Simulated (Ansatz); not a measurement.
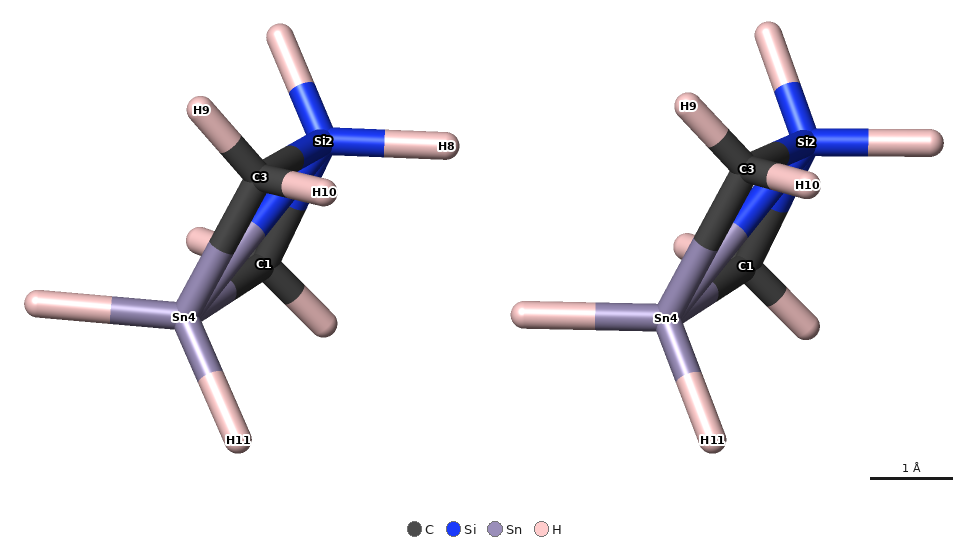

Two geometries of C₂H₈SiSn (coarse preliminary run), drawn at one scale. One is the start of a relaxation, the other its converged end. Style: stick. Shown from a free direction.

Theory: RKS PBE-D4/def2-SVP in Ansatz 0.2.0. Settings: force threshold 0.03 eV/Å; at most 200 steps.

Question: Which geometry has the lower energy?

Answer: The right one is the relaxed one. The start comes from a force field. The largest move after the best rigid fit is that of a C atom, 0.17 Å. By element the largest moves are C 0.17 Å, H 0.15 Å, Sn 0.03 Å, Si 0.03 Å. Near-neighbour distances that change, for instance: C–Sn 2.037 → 2.213 Å, C–Sn 2.098 → 2.213 Å, C–Si 1.828 → 1.914 Å, C–H 1.187 → 1.108 Å. Bond angles that change, for instance: C–Si–C 89.3° → 98.5°, Si–C–Sn 96.9° → 89.8°, H–Sn–H 117.2° → 110.5°. After 4 geometry steps the energy has fallen by 19.1 kcal/mol. Largest force component: 3.6 eV/Å at the start, 0.0058 eV/Å at the end. Cost: 6 s on 4 threads of Arm Neoverse V2 (shared host).
